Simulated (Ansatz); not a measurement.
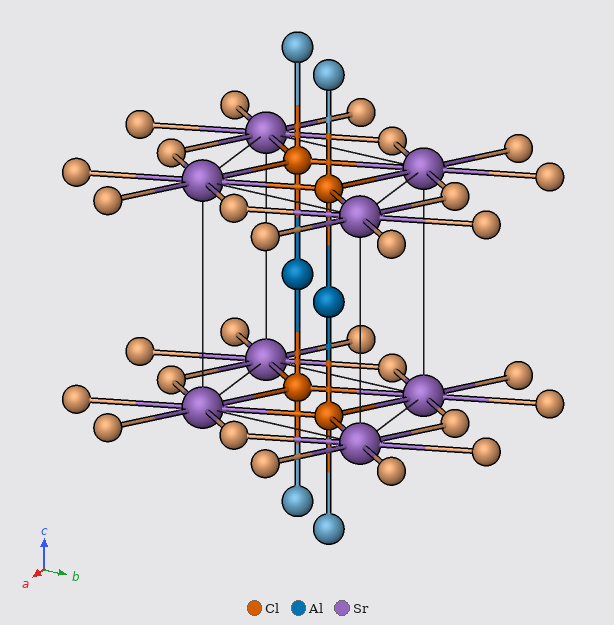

View slightly off an axis, drawn as a ball-and-stick model. The frame is the simulation cell; atoms at its boundary are shown with their periodic copies. The first bonded neighbours in the surrounding cells are also shown, in fainter colours.

Run with Ansatz 0.2.0, DFT, PAW plane waves, LDA and these settings: wavefunction cutoff 420 eV, a 7×7×6 mesh of k-points, Fermi-Dirac smearing of 0.1 eV, no spin polarisation.

Q: What does a Bader analysis give?

A: Sr +1.46 e; Al +0.20 e; Cl -0.93 e.

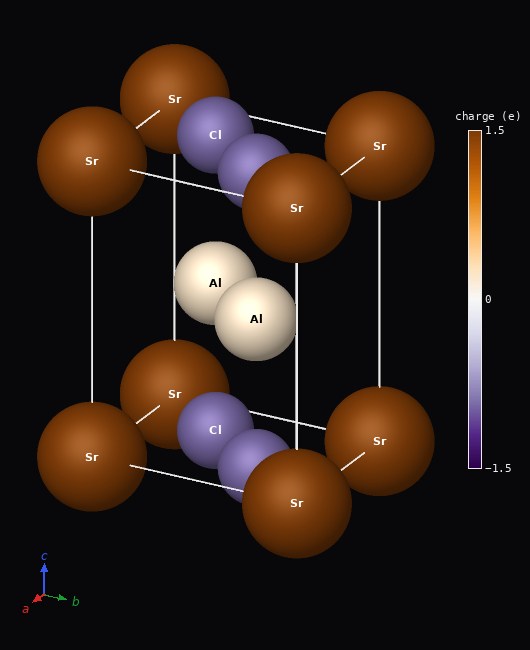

The atoms coloured by those charges.

The structure comes from a generated cell, made by putting these elements into a known structure type (the compound may or may not exist in this form). It is drawn as it came out of a relaxation with DFT, PAW plane waves, LDA in Ansatz.
